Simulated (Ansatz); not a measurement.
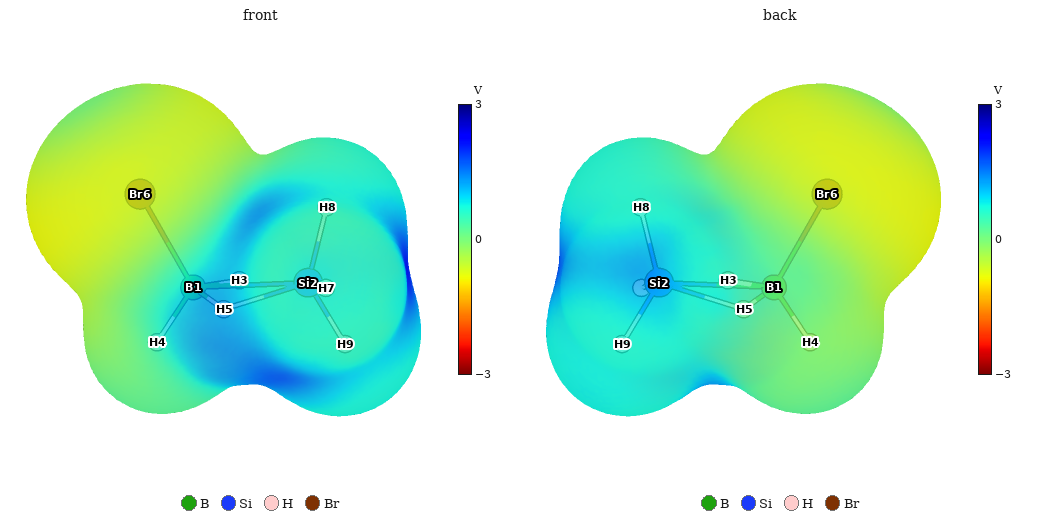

Figure. BBrH6Si. The electrostatic potential painted on the density surface at 0.002 e/bohr³, seen from the front and from behind; the colour scale runs from red (negative) to blue (positive).

The product side of a reaction path; geometry: PBE0-D4/def2-TZVP.

Level of theory: Ansatz, RKS PBE0-D4/def2-TZVPP.

Input file:

```
crystal:
  periodic: [false, false, false]
  atoms:
    - {symbol: B, position_ang: [-1.095761, -0.197043, -0.156523]}
    - {symbol: Si, position_ang: [1.075162, 0.096161, 0.053415]}
    - {symbol: H, position_ang: [-0.568825, 0.254342, -1.156510]}
    - {symbol: H, position_ang: [-1.650352, -1.226277, -0.399767]}
    - {symbol: H, position_ang: [-0.214229, -0.708066, 0.655264]}
    - {symbol: Br, position_ang: [-2.079276, 1.161666, 0.885662]}
    - {symbol: H, position_ang: [1.798236, -0.239055, 1.310529]}
    - {symbol: H, position_ang: [1.104440, 1.557963, -0.131730]}
    - {symbol: H, position_ang: [1.630606, -0.699590, -1.060343]}
basis:
  gaussian: {orbitals: def2-TZVPP}
hamiltonian: {xc: pbe0, dispersion: d4}
output: {orbitals: {seedname: orbitals}}
```

Launched as:

```sh
ansatz run in.yaml --threads 4 --pin off --events-out ev --progress --plain --max-ram 9574MiB
```

Question: Describe the electrostatic potential map.

Answer: The most negative region (about −0.8 V) lies over Br6, the most positive (about +2.0 V) over Si2.
